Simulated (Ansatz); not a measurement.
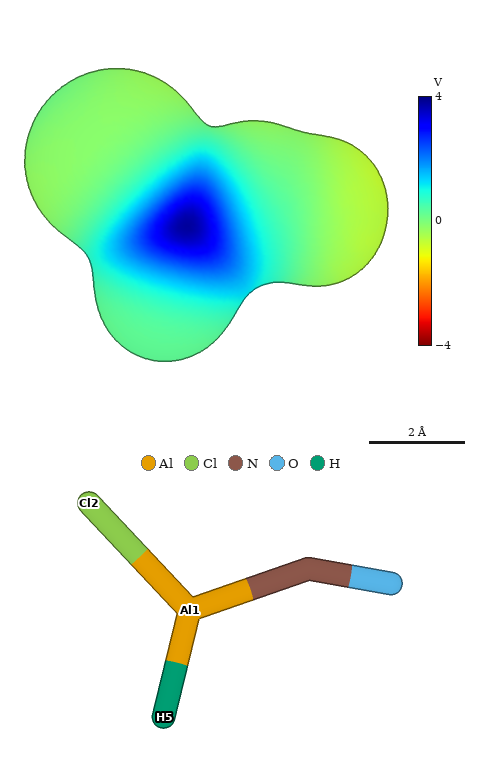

*AlClHNO (triplet). The electrostatic potential painted on the density surface at 0.002 e/bohr³, seen across its widest extent; red is negative and blue positive. The bare structure is drawn below in the same view.*

Geometry: PBE0-D3(BJ)/def2-SVP.

Computed with isolated molecule in a Gaussian basis; Kohn-Sham density functional theory, functional PBE0 (Ansatz 0.2.0).

```xyz
5

Al    2.5711    1.6817    2.0358
Cl    3.4902    3.1889    3.1518
N     1.3528    0.7248    2.9551
O     0.5409   -0.1530    3.0138
H     2.9154    1.4116    0.5307
```

Which sites attract a positive test charge, and which a negative one?

A positive charge is drawn to the negative regions and a negative charge to the positive ones. The most negative region (about −0.7 V) lies over O4, the most positive (about +3.7 V) over Al1.

What dipole moment does the calculation give?

Its dipole moment is 1.38 D.
